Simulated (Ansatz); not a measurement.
**C₂H₁₀N₂Si: up Jacob's ladder to CCSD(T)**

Aim: compute C₂H₁₀N₂Si with functionals from several rungs and with coupled cluster. The yardstick is the atomisation energy at the CCSD(T) limit.

Method: functionals in def2-TZVPP, the program's frozen cores in correlated methods; program: Ansatz 0.2.0, Gaussian basis.

Plan: PBE-D4, r2SCAN-D4, PBE0-D4, B3LYP-D4, ωB97X-V, ωB97M-V, B2PLYP; CCSD(T)/def2-TZVPP; MP2/def2-QZVPP; extrapolation to the limit.

**1. Structure used throughout**

All runs share one geometry, relaxed beforehand with PBE0-D4 in a triple-zeta def2 set.

SMILES `CC(N)N[SiH3]`, 15 atoms, charge 0, spin multiplicity 1.

Atoms are counted from 1 here; the program's logs count them from 0.

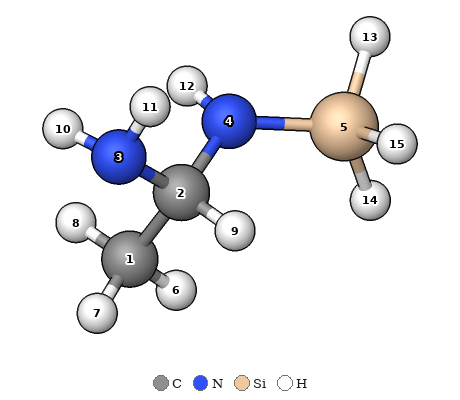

The geometry (carbon grey, nitrogen blue, silicon light orange, hydrogen white); atoms are numbered from 1 in the order of the file.

**2. PBE-D4 (GGA)**

Input file in.yaml:

```yaml
crystal:
  periodic: [false, false, false]
  atoms:
    - {symbol: C, position_ang: [-1.559986, -0.034889, 0.732629]}
    - {symbol: C, position_ang: [-0.041493, -0.053568, 0.699798]}
    - {symbol: N, position_ang: [0.463234, 0.681773, 1.837981]}
    - {symbol: N, position_ang: [0.490417, 0.400216, -0.579968]}
    - {symbol: Si, position_ang: [0.986495, -0.662413, -1.835539]}
    - {symbol: H, position_ang: [-1.970620, -0.632992, -0.082080]}
    - {symbol: H, position_ang: [-1.932449, -0.420409, 1.682912]}
    - {symbol: H, position_ang: [-1.926249, 0.991021, 0.613927]}
    - {symbol: H, position_ang: [0.296825, -1.091009, 0.816460]}
    - {symbol: H, position_ang: [0.072462, 1.617319, 1.855586]}
    - {symbol: H, position_ang: [1.469024, 0.776962, 1.767188]}
    - {symbol: H, position_ang: [0.154395, 1.316333, -0.842538]}
    - {symbol: H, position_ang: [1.637803, 0.158568, -2.889054]}
    - {symbol: H, position_ang: [-0.106200, -1.451119, -2.484204]}
    - {symbol: H, position_ang: [1.944444, -1.646393, -1.263696]}
basis:
  gaussian: {orbitals: def2-TZVPP}
hamiltonian: {xc: pbe, dispersion: d4}
output: {forces: true, orbitals: {seedname: orbitals}}
```

The run is started by

```bash
$ ansatz run in.yaml --threads 4 --pin off --events-out ev --progress --plain --max-ram 10444MiB
```

The runs that follow: r2SCAN-D4 (meta-GGA); PBE0-D4 (hybrid); B3LYP-D4 (hybrid); ωB97X-V (range-separated); ωB97M-V (range-separated); B2PLYP (double hybrid); CCSD(T) in def2-TZVPP; MP2 in def2-QZVPP.

Before running them: what should the planned runs give, taken together? Wanted: atomisation energy, CCSD(T)/CBS; farthest; mean size of error, hybrid; mean size of error, range-separated; gap, smallest and largest; T1 diagnostic; triples share of the correlation energy.

As calculated:

| quantity | value |
| --- | --- |
| atomisation energy, CCSD(T)/CBS | 5323.7 kJ/mol |
| functionals within 26.6 kJ/mol (0.5 %) | r2SCAN-D4, PBE0-D4, B3LYP-D4, ωB97M-V |
| farthest | PBE-D4 (+73.6 kJ/mol) |
| mean size of error, hybrid | 11.5 kJ/mol |
| mean size of error, range-separated | 23.8 kJ/mol |
| gap, smallest and largest | 4.94 eV (PBE-D4), 11.49 eV (ωB97X-V) |
| T1 diagnostic | 0.0101 |
| triples share of the correlation energy | 3.7 % |

What this shows: PBE-D4 misses by +73.6 kJ/mol. Double hybrids carry the basis error of their MP2 part in triple zeta, and no dispersion term here, so their miss is partly the set-up's. Misses under about 26.6 kJ/mol are within the doubt on the reference itself, which lacks core-valence correlation, relativity and higher excitations. Hartree-Fock recovers 72 % of the binding; the rest is correlation. The gap grows from 4.9 to 11.5 eV across the functionals, mostly with the share of exact exchange.
